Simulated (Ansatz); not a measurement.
## Ligand exchange: C3H7ClSn + C2H6OSi2 → C3H8OSn + C2H5ClSi2

Species: C3H7ClSn `C[CH](C)[Sn][Cl]`, singlet; C2H6OSi2 `O[SiH2]C#C[SiH3]`, singlet; C3H8OSn `C[CH](C)[Sn][OH]`, singlet; C2H5ClSi2 `[SiH3]C#C[SiH2]Cl`, singlet. The partners trade Cl for OH: Sn–Cl and Si–OH bonds give way to Sn–OH and Si–Cl.

Shapes, held fixed at every level: PBE0-D4/def2-TZVP. Flexible molecules stand in one conformer, not always the lowest. Programs: Ansatz 0.2.0. Electronic energies: no zero-point or thermal term.

```json
{"level": "SPW92/def2-TZVPP", "kind": "LDA", "ΔE (kJ/mol)": "+69.7", "less CCSD(T)/def2-TZVPP": "-3.3", "CPU time (sum over the molecules)": "29 s"}
{"level": "r2SCAN-D4/def2-TZVPP", "kind": "meta-GGA", "ΔE (kJ/mol)": "+72.3", "less CCSD(T)/def2-TZVPP": "-0.7", "CPU time (sum over the molecules)": "96 s"}
{"level": "r2SCAN0-D4/def2-TZVPP", "kind": "global hybrid", "ΔE (kJ/mol)": "+79.4", "less CCSD(T)/def2-TZVPP": "+6.4", "CPU time (sum over the molecules)": "1.8 min"}
{"level": "B2PLYP/def2-TZVPP", "kind": "double hybrid", "ΔE (kJ/mol)": "+74.3", "less CCSD(T)/def2-TZVPP": "+1.3", "CPU time (sum over the molecules)": "2.2 min"}
{"level": "MP2/def2-TZVPP", "kind": "perturbation theory", "ΔE (kJ/mol)": "+73.2", "less CCSD(T)/def2-TZVPP": "+0.2", "CPU time (sum over the molecules)": "–"}
{"level": "CCSD(T)/def2-SVP", "kind": "coupled cluster or CI", "ΔE (kJ/mol)": "+71.5", "less CCSD(T)/def2-TZVPP": "-1.5", "CPU time (sum over the molecules)": "2.9 min"}
{"level": "CCSD(T)/def2-TZVPP", "kind": "coupled cluster or CI", "ΔE (kJ/mol)": "+73.0", "less CCSD(T)/def2-TZVPP": "0.0", "CPU time (sum over the molecules)": "82 min"}
```

The highest level, CCSD(T)/def2-TZVPP, gives ΔE = +73.0 kJ/mol; the levels span +69.7 to +79.4. The column of differences is taken from that level and isn't an error. No measured value is set beside it here. For atoms past krypton def2 sets carry core potentials with scalar relativity. Outer-core shells of Sn are correlated in most correlated rows, in sets that cover them unevenly. Times are processor times on shared x86 and Arm servers, and rough.

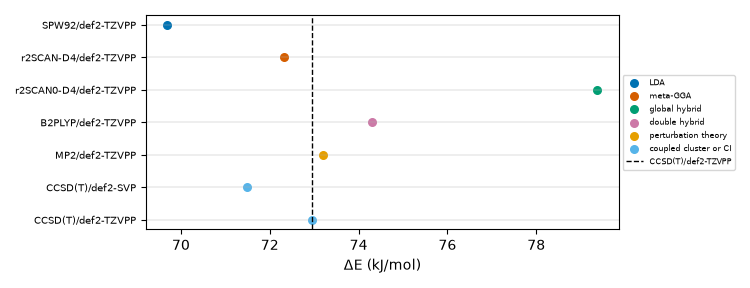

The values of the table, level by level.
